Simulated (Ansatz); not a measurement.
CH6GeO3 (SMILES [CH3][Ge]([OH])([OH])[OH])

The calculation's input:

```
crystal:
  periodic: [false, false, false]
  atoms:
    - symbol: C
      position_ang: [-1.535121, 0.444626, 0.398761]
    - symbol: Ge
      position_ang: [0.252768, -0.077225, -0.061571]
    - symbol: O
      position_ang: [1.349673, 0.039690, 1.327415]
    - symbol: O
      position_ang: [0.925580, 0.945533, -1.345138]
    - symbol: O
      position_ang: [0.320516, -1.752775, -0.639744]
    - symbol: H
      position_ang: [-1.507140, 1.328239, 1.051072]
    - symbol: H
      position_ang: [-2.096898, 0.686309, -0.513961]
    - symbol: H
      position_ang: [-2.037362, -0.378315, 0.925607]
    - symbol: H
      position_ang: [1.831446, -0.785625, 1.453505]
    - symbol: H
      position_ang: [1.785515, 1.296764, -1.087685]
    - symbol: H
      position_ang: [0.776424, -1.804120, -1.487560]
basis:
  gaussian:
    orbitals: def2-SVPD
magnetization:
  spin_polarized: false
output:
  forces: true
  orbitals: {seedname: orbitals}
hamiltonian:
  xc: pbe0
```

Launched as:

```sh
ansatz run input.yaml --threads 2 --pin off --max-ram 5220MiB --events-out events.jsonl --progress --plain --runs-dir runs
```

Geometry: PBE0-D4/def2-SVP.

Computed with isolated molecule in a Gaussian basis; Kohn-Sham density functional theory, functional PBE0 (Ansatz).

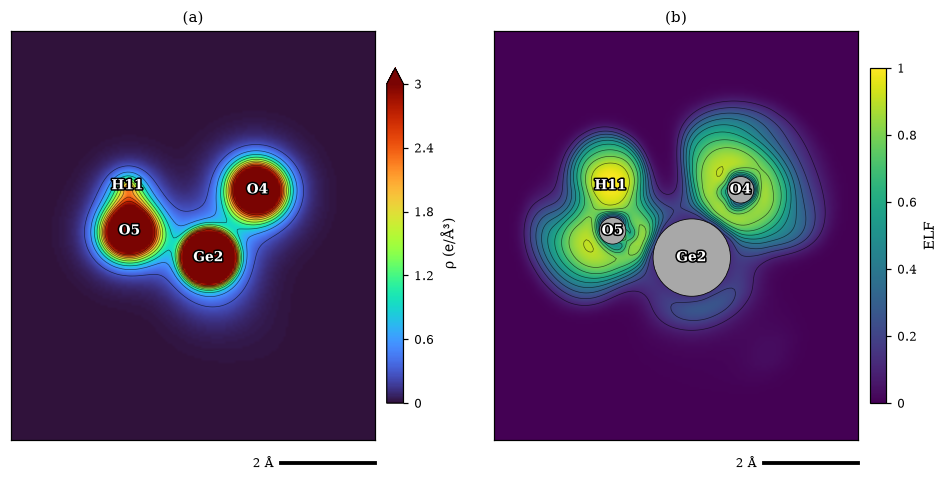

Figure 1. (a) total electron density; (b) electron localisation function on the plane of atoms O4, Ge2 and O5. Grey discs cover the atomic cores in the ELF map.

Q: Interpret the plot.

A:
- The plane passes through Ge, O and H nuclei.
- Ge–O (1.77 Å): ρ at the midpoint is about 0.97 e/Å³; the ELF peaks at about 0.85 in the valence shell of O, 0.6 Å from its nucleus, and is about 0.35 at the midpoint.
- O–H (0.96 Å): ρ is about 3.7 e/Å³ halfway; the ELF climbs to about 1 towards the hydrogen, as it does in any bond to H: an ordinary covalent bond to hydrogen.
- The ELF also peaks beside O5 and O4, away from the bonds: lone-pair regions.

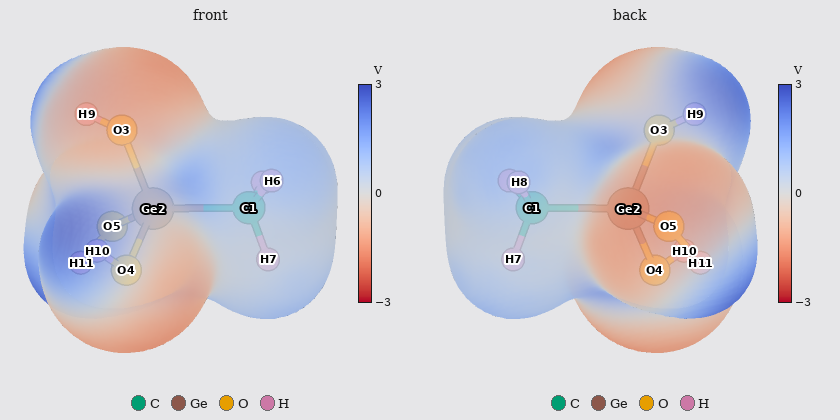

Figure 2. The electrostatic potential painted on the density surface at 0.002 e/bohr³, seen from the front and from behind; the colour scale runs from red (negative) to blue (positive).

Q: Where is the surface potential most negative and most positive?

A: The most negative region (about −1.4 V, or −32 kcal/mol for a unit charge) lies over O3, O4 and O5, the most positive (about +2.3 V, or +53 kcal/mol for a unit charge) over H9, H10 and H11.

Q: What dipole moment does the calculation give?

A: Its dipole moment is 0.25 D.

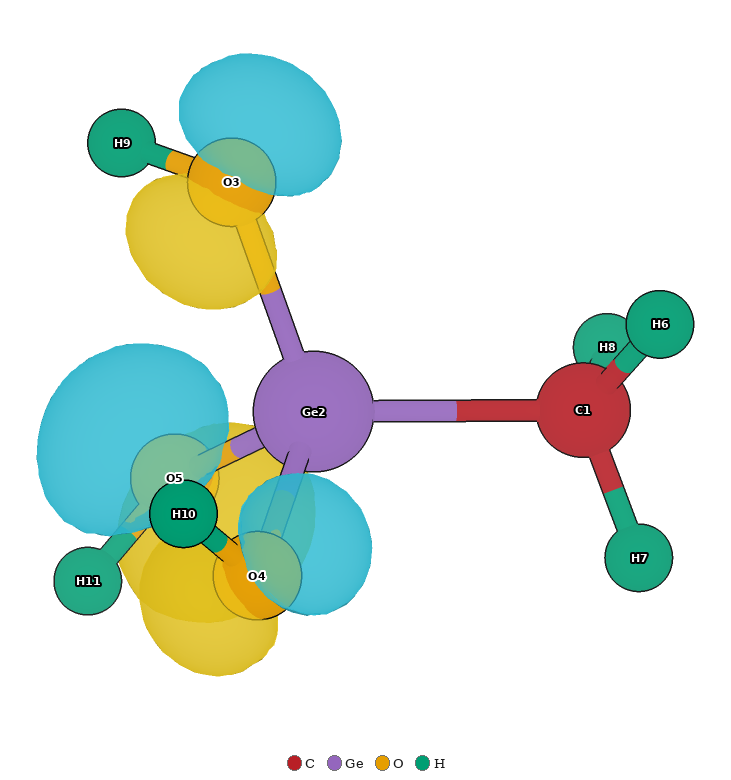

Figure 3. The HOMO−1 at ±0.2 Å⁻³ᐟ² (yellow and cyan are the two phases), seen at a tilt.

Q: Where does this orbital lie, and at what energy?

A: It lies mainly on O5 (about 50 %), O4 (about 20 %), O3 (about 20 %) and Ge2 (about 5 %); largely a combination of lone pairs on O5, O4 and O3. It is one of a degenerate set, so its orientation is arbitrary. Its energy is −9.09 eV.
